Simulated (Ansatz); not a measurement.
# Single-point calculation of Al₂BH₄Cl₃O₅

System: Al₂BH₄Cl₃O₅.
Method: RKS PBE0-D4/def2-TZVPP (Ansatz 0.2.0).

The geometry is a transition state. The reaction was set up to form B1–O6 and Cl2–H5 and to break B1–Cl2 and H5–O6 (atoms counted from 1 in the order of the input); sticks are drawn by distance alone. The geometry comes from this level: PBE0-D4/def2-TZVP.

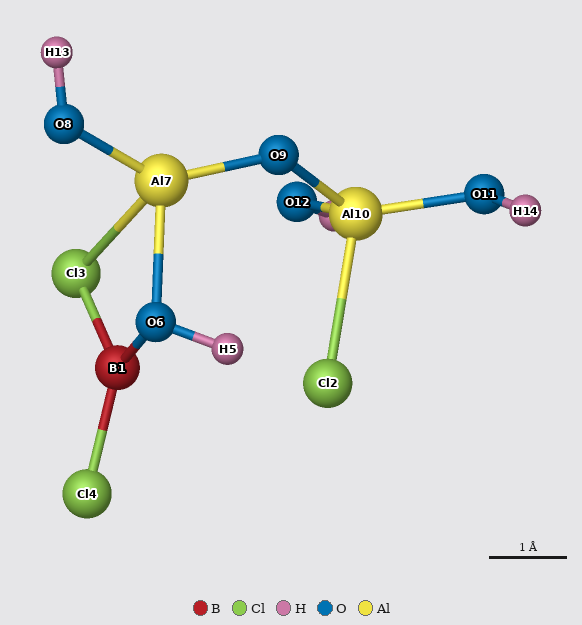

**Figure 1.** The input geometry (ball-and-stick view, seen at a tilt; atoms are numbered from 1 in the order of the input). Sticks mark near contacts. Bond lengths as drawn: Al–Cl 2.34 to 2.52 Å, Al–O 1.64 to 1.91 Å, B–Cl 1.71 to 1.77 Å, B–O 1.41 Å and H–O 0.95 to 1.01 Å.

**Input file**
```yaml
crystal:
  periodic: [false, false, false]
  atoms:
    - {symbol: B, position_ang: [-1.750551, 1.299276, 0.378810]}
    - {symbol: Cl, position_ang: [-0.850798, -0.985020, 1.689192]}
    - {symbol: Cl, position_ang: [-1.652697, 0.962549, -1.359974]}
    - {symbol: Cl, position_ang: [-3.230356, 1.506550, 1.210248]}
    - {symbol: H, position_ang: [-0.316929, 0.997701, 1.603700]}
    - {symbol: O, position_ang: [-0.489266, 1.678985, 0.884086]}
    - {symbol: Al, position_ang: [0.706337, 1.344140, -0.561510]}
    - {symbol: O, position_ang: [1.101571, 2.824719, -1.235821]}
    - {symbol: O, position_ang: [1.388166, -0.126592, -0.304964]}
    - {symbol: Al, position_ang: [0.647320, -1.671946, 0.026017]}
    - {symbol: O, position_ang: [1.590850, -2.926258, 0.691647]}
    - {symbol: O, position_ang: [-0.350088, -2.077745, -1.314301]}
    - {symbol: H, position_ang: [1.831072, 2.990429, -1.828717]}
    - {symbol: H, position_ang: [2.050288, -2.844843, 1.523896]}
    - {symbol: H, position_ang: [-0.674919, -2.972046, -1.402209]}
basis:
  gaussian: {orbitals: def2-TZVPP}
hamiltonian: {xc: pbe0, dispersion: d4}
output: {orbitals: {seedname: orbitals}}
```

Launched with:
```bash
ansatz run in.yaml --threads 4 --pin off --events-out ev --progress --plain --max-ram 66560MiB --backend cuda --devices 0, --max-vram 37GiB
```

**Log**
```
Functional definition: PBE0
  name "PBE0"
  cite "Adamo & Barone, J. Chem. Phys. 110, 6158 (1999) doi:10.1063/1.478522"
  cite "Perdew, Burke & Ernzerhof, Phys. Rev. Lett. 77, 3865 (1996) doi:10.1103/PhysRevLett.77.3865"
  parent pbe
  parameter a = 0.25
  parameter kappa = 0.804
  parameter beta = 0.06672455060314922
  exchange = (1 - a)*pbe_x(kappa = kappa, mu = beta*pi^2/3) + a*exact_x
  correlation = pbe_c(beta = beta)
2735 factors; their error is unknown
mean field evaluation 1: about -61704.2373 eV, gradient 1.2e2 eV
mean field evaluation 2: about -61596.7296 eV, gradient 2.3e2 eV
mean field evaluation 4: about -61727.3939 eV, gradient 1.5e1 eV
mean field evaluation 8: about -61727.8862 eV, gradient 2.7e-1 eV
mean field evaluation 16: about -61728.0278 eV, gradient 8.8e-4 eV
mean field -61728.02780228 eV, -2268.4631809739 hartree, gradient 5.1e-5 eV, S^2 0.000000; 0 other end points of the search recorded, 0 dependent functions left out
reference -61728.02784785 eV, -2268.4631826483 hartree; 63, 63 occupied and 389, 389 virtual orbitals, 2735 factors
Total energy: -61728.58952559 eV, -2268.4838239246 hartree
```

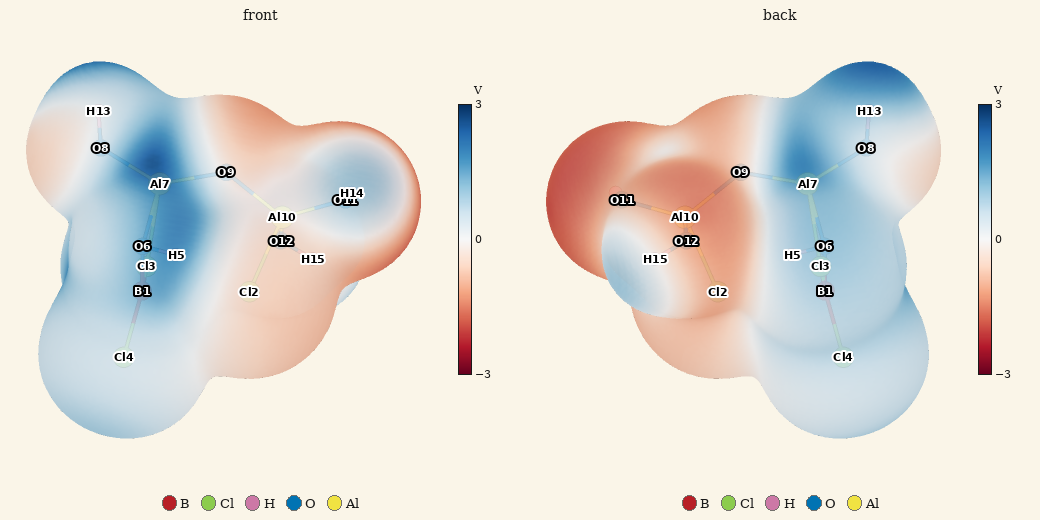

**Figure 2.** The molecular electrostatic potential painted on the density surface at 0.001 e/bohr³, seen face on and from behind; the colour scale runs from red (negative) to blue (positive). A positive charge is drawn to the negative regions and a negative charge to the positive ones.

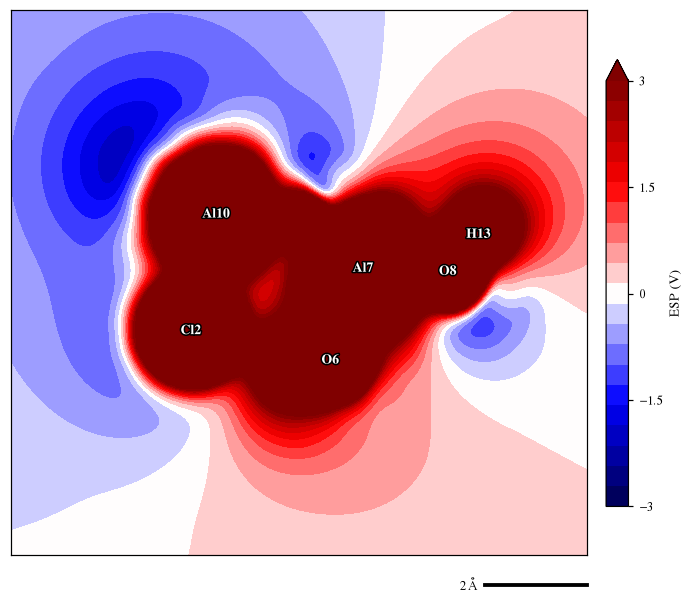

**Figure 3.** Electrostatic potential on the plane of atoms O6, Al7 and O8. The section cuts through Cl, O, Al and H sites.

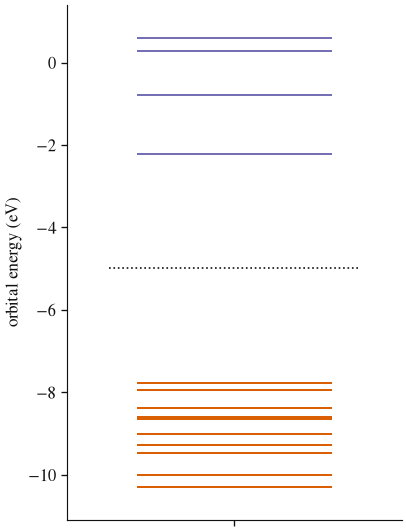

**Figure 4.** Orbital energies near the frontier; the dotted line parts filled from empty levels, and levels within 0.02 eV of each other stand side by side. Highest filled −7.77 eV, lowest empty −2.21 eV, 5.56 eV apart.

**Summary**

| quantity | value |
| --- | --- |
| outcome | converged |
| total energy | −61728.5895 eV |
| mean-field energy | −61728.0278 eV |
| dispersion energy | −0.5617 eV |
| SCF solution under orbital rotations | stable |
| HOMO | −7.77 eV |
| LUMO | −2.21 eV |
| hardware | 4 CPU threads, shared host |
| wall time | 6 s (CPU time 5.6 s) |
| peak memory | 0.95 GiB |
